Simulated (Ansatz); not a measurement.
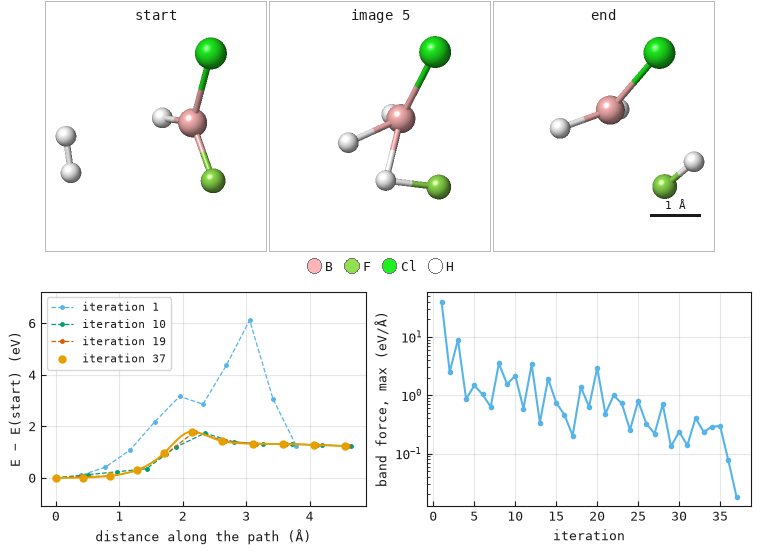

NEB run on BH₃ClF, made up at the start of BHClF and H₂. Images are numbered from 0 (start) to 10 (end). The plot follows the band through its iterations. A ball-and-stick model, seen at a tilt.

These are results of RKS PBE0-D4/def2-SVP in Ansatz, not measurements. Settings: 9 movable images; climbing image; force threshold 0.03 eV/Å; iteration limit 55; starting path through a guess of the saddle point.

How did the profile develop, and is the result final?

Answer. The result is final at these settings. The band converged in 37 iterations. The largest component of the band force went from 41 to 0.018 eV/Å. The climbing image converged on the top of the path. Its vibrational analysis gives one imaginary mode (1123i cm⁻¹), as a transition state must have. The first iteration put the highest image at 6.12 eV. Forward barrier 1.79 eV, backward barrier 0.56 eV, with image 5 at the top; the reaction energy is +1.24 eV.

Limits of the set-up: the start holds two separate molecules, 3.0 Å apart at their closest, whose relative position is a soft coordinate.

Cost: 17 min on 1 thread of Intel(R) Xeon(R) Processor @ 2.50GHz (Skylake/Cascade Lake) (shared host), peak memory 0.12 GiB.
